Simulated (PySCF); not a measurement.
**C3H11NSi2: a changed input and its effect**

System: C3H11NSi2.
Method of run 1: GIAO PBE0/pcSseg-1 NMR shielding, non-relativistic, gas phase (PySCF 2.14.0).

The geometry comes from this level: GFN2-xTB. Text and figures count atoms from 1; the logs count them from 0 in places.

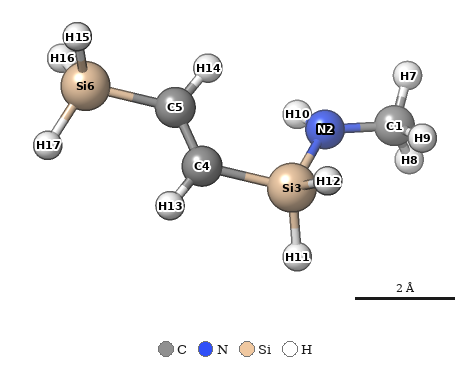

Figure 1. The structure as given in the input (ball-and-stick view, seen at a tilt; atoms are numbered from 1 in the order of the input). Bond lengths as drawn: C–C 1.33 Å, C–H 1.08 to 1.10 Å, C–N 1.44 Å, C–Si 1.88 Å, H–N 1.01 Å, H–Si 1.46 to 1.48 Å and N–Si 1.72 Å.

### The input, run 1
```
{"job": {"kind": "nmr", "xc": "PBE0", "basis": "pcSseg-1"}, "charge": 0, "multiplicity": 1}
C     -3.036797     0.760879     0.126138
N     -1.663302     0.322820     0.123043
Si    -0.907163    -0.397109    -1.242549
C      0.897028    -0.634823    -0.765870
C      1.546199     0.025631     0.190257
Si     3.353490    -0.204741     0.652744
H     -3.182981     1.541765     0.875700
H     -3.740391    -0.053598     0.334479
H     -3.274388     1.170410    -0.852946
H     -1.373748     0.007014     1.037112
H     -1.454927    -1.701677    -1.666392
H     -1.072997     0.560223    -2.342859
H      1.448039    -1.365790    -1.346055
H      0.988228     0.763142     0.757943
H      4.095281     1.030594     0.380732
H      3.445097    -0.503209     2.086737
H      3.926334    -1.309500    -0.118333
```

The first line tells a small driver script what to run in PySCF; the rest is the geometry in Å.

Launched with:
```bash
OMP_NUM_THREADS=1 python <driver script> task.json out
```

Hardware: 1 CPU thread, shared host.

### Output (run 1)
```
coarse grid: 14392 points
cycle   1  E = -754.0718815317  dE =  3.058e-01  |g| = 4.491e-01  |ddm| = 3.588e+00
cycle   2  E = -754.0439673876  dE =  2.791e-02  |g| = 5.690e-01  |ddm| = 1.013e+00
cycle   3  E = -754.1203170180  dE = -7.635e-02  |g| = 5.738e-02  |ddm| = 6.385e-01
cycle   4  E = -754.1208615965  dE = -5.446e-04  |g| = 2.695e-02  |ddm| = 7.004e-02
cycle   5  E = -754.1210270563  dE = -1.655e-04  |g| = 5.812e-03  |ddm| = 2.625e-02
cycle   6  E = -754.1210339628  dE = -6.906e-06  |g| = 2.798e-03  |ddm| = 6.979e-03
final grid: 127560 points
cycle   7  E = -754.1539964760  dE = -1.989e-05  |g| = 8.602e-03  |ddm| = 2.266e-02
cycle   8  E = -754.1539765855  dE =  1.989e-05  |g| = 1.238e-02  |ddm| = 1.855e-02
cycle   9  E = -754.1540144731  dE = -3.789e-05  |g| = 1.518e-03  |ddm| = 1.110e-02
cycle  10  E = -754.1540150464  dE = -5.733e-07  |g| = 2.938e-04  |ddm| = 1.334e-03
cycle  11  E = -754.1540150662  dE = -1.985e-08  |g| = 1.042e-04  |ddm| = 3.653e-04
cycle  12  E = -754.1540150685  dE = -2.216e-09  |g| = 2.450e-05  |ddm| = 9.285e-05
cycle  13  E = -754.1540150686  dE = -1.303e-10  |g| = 5.549e-06  |ddm| = 2.911e-05
converged SCF energy = -754.1540150686

GIAO shielding tensors (ppm)
atom      isotropic    diamagn.    paramagn.     s11        s22        s33       span
  0 C      154.557     239.397     -84.840    130.271    146.333    187.066     56.795
  1 N      257.332     326.477     -69.145    219.968    248.733    303.294     83.326
  2 Si     393.669     882.813    -489.144    353.067    371.771    456.170    103.103
  3 C       28.761     261.004    -232.243    -94.158     16.998    163.444    257.603
  4 C       35.442     259.801    -224.359    -90.944     14.426    182.842    273.786
  5 Si     420.685     879.812    -459.127    371.320    422.518    468.216     96.896
  6 H       28.667      27.371       1.296     23.310     26.865     35.827     12.518
  7 H       28.750      26.409       2.341     23.408     26.696     36.144     12.736
  8 H       29.082      27.630       1.452     25.137     27.139     34.969      9.832
  9 H       32.144      37.291      -5.147     22.308     32.132     41.994     19.686
 10 H       26.713      30.429      -3.716     23.316     24.658     32.166      8.851
 11 H       26.818      30.866      -4.049     24.102     25.075     31.276      7.174
 12 H       24.619      32.962      -8.343     21.360     24.395     28.102      6.742
 13 H       24.535      36.134     -11.599     20.489     23.149     29.968      9.480
 14 H       27.406      28.187      -0.781     24.542     25.547     32.130      7.588
 15 H       27.446      28.507      -1.061     24.445     25.862     32.032      7.587
 16 H       27.683      28.585      -0.902     24.711     26.583     31.755      7.044
```

The input of run 2 differs as follows (lines with − go, lines with + come):
```diff
-"basis": "pcSseg-1"
+"basis": "aug-cc-pVDZ"
+"pop": false
+"scf": {"guess": "sap"}
```

Predict how the results change.

The total energy of run 2 is 32.9 kcal/mol lower, which measures the change of basis and not a stability. The LUMO goes from −0.77 to −0.84 eV. The dipole moment goes from 1.14 to 1.02 D. Of all shieldings, the largest change is that of Si6, by +62.0 ppm. The SCF takes 16 iterations against 13. The basis functions go from 171 to 245.

### Output (run 2)
```
final grid: 127560 points
cycle   1  E = -713.6743630733  dE =  3.664e+01  |g| = 7.074e+00  |ddm| = 3.991e+02
cycle   2  E = -635.3709277471  dE =  7.830e+01  |g| = 1.247e+01  |ddm| = 4.020e+02
cycle   3  E = -738.3108768284  dE = -1.029e+02  |g| = 5.558e+00  |ddm| = 5.433e+01
cycle   4  E = -751.8514381459  dE = -1.354e+01  |g| = 2.397e+00  |ddm| = 2.619e+01
cycle   5  E = -751.3252998668  dE =  5.261e-01  |g| = 2.680e+00  |ddm| = 9.751e+00
cycle   6  E = -753.8123026015  dE = -2.487e+00  |g| = 1.188e+00  |ddm| = 6.932e+00
cycle   7  E = -754.1279950927  dE = -3.157e-01  |g| = 5.215e-01  |ddm| = 2.976e+00
cycle   8  E = -754.1716767199  dE = -4.368e-02  |g| = 3.340e-01  |ddm| = 1.431e+00
cycle   9  E = -754.2039895081  dE = -3.231e-02  |g| = 8.229e-02  |ddm| = 6.512e-01
cycle  10  E = -754.2062613133  dE = -2.272e-03  |g| = 2.955e-02  |ddm| = 3.564e-01
cycle  11  E = -754.2064775090  dE = -2.162e-04  |g| = 1.099e-02  |ddm| = 8.529e-02
cycle  12  E = -754.2065088211  dE = -3.131e-05  |g| = 1.835e-03  |ddm| = 2.743e-02
cycle  13  E = -754.2065097456  dE = -9.245e-07  |g| = 2.838e-04  |ddm| = 8.064e-03
cycle  14  E = -754.2065097739  dE = -2.825e-08  |g| = 1.052e-04  |ddm| = 1.634e-03
cycle  15  E = -754.2065097772  dE = -3.348e-09  |g| = 2.480e-05  |ddm| = 3.855e-04
cycle  16  E = -754.2065097774  dE = -1.664e-10  |g| = 6.566e-06  |ddm| = 7.897e-05
converged SCF energy = -754.2065097774

GIAO shielding tensors (ppm)
atom      isotropic    diamagn.    paramagn.     s11        s22        s33       span
  0 C      166.732     199.978     -33.245    144.786    156.282    199.129     54.343
  1 N      262.160     282.411     -20.251    231.022    254.573    300.886     69.863
  2 Si     451.147     893.120    -441.973    414.872    424.491    514.077     99.205
  3 C       48.142     201.364    -153.222    -65.650     35.426    174.649    240.299
  4 C       54.621     203.429    -148.809    -62.633     33.580    192.915    255.548
  5 Si     482.674     902.240    -419.566    431.243    485.122    531.656    100.413
  6 H       28.723      29.648      -0.925     23.553     27.049     35.567     12.014
  7 H       28.769      27.163       1.606     23.637     26.722     35.948     12.310
  8 H       29.173      27.983       1.190     25.275     27.367     34.877      9.602
  9 H       32.140      32.837      -0.697     22.838     32.165     41.417     18.578
 10 H       26.563      26.602      -0.040     23.119     24.439     32.130      9.011
 11 H       26.785      26.982      -0.197     23.973     25.138     31.244      7.271
 12 H       24.526      41.721     -17.195     21.082     24.455     28.042      6.960
 13 H       24.418      33.052      -8.634     19.995     23.439     29.821      9.826
 14 H       27.432      30.024      -2.593     24.596     25.536     32.164      7.568
 15 H       27.463      30.852      -3.388     24.479     25.797     32.114      7.635
 16 H       27.693      31.530      -3.837     24.841     26.429     31.809      6.968
```

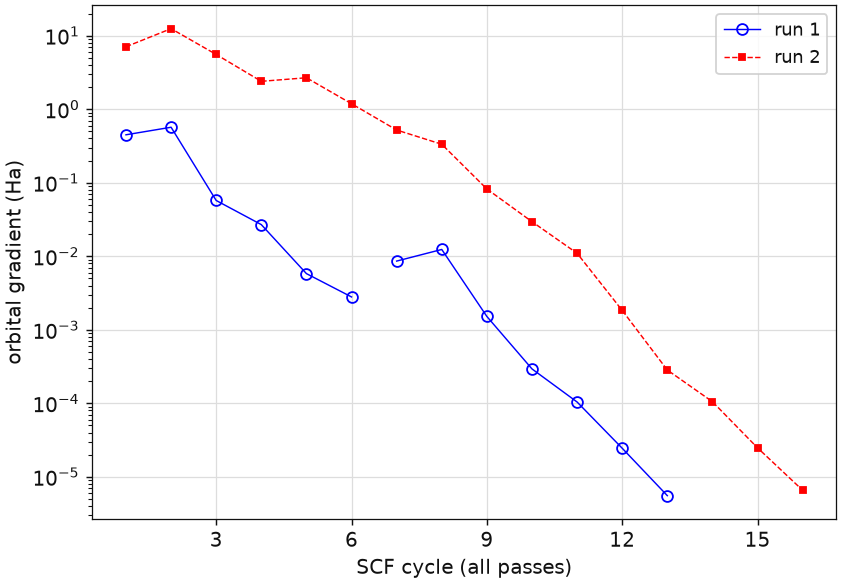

Figure 2. Convergence of the two runs: orbital gradient against the SCF cycle. A break in a curve parts two SCF passes (coarse and final grid). Run 1 takes 13 cycles in all, and run 2 takes 16.

### The two runs side by side

| quantity | run 1 | run 2 |
| --- | --- | --- |
| outcome | converged | converged |
| total energy (hartree) | −754.154015 | −754.206510 |
| HOMO (eV) | −6.73 | −6.73 |
| LUMO (eV) | −0.77 | −0.84 |
| dipole moment (D) | 1.14 | 1.02 |
| shielding of C1 (ppm) | 154.6 | 166.7 |
| shielding of N2 (ppm) | 257.3 | 262.2 |
| shielding of Si3 (ppm) | 393.7 | 451.1 |
| shielding of C4 (ppm) | 28.8 | 48.1 |
| shielding of C5 (ppm) | 35.4 | 54.6 |
| shielding of Si6 (ppm) | 420.7 | 482.7 |
| shielding of H11 (ppm) | 26.7 | 26.6 |
| SCF iterations | 13 | 16 |
| basis functions | 171 | 245 |
| wall time (shared host) | 20 s | 44 s |
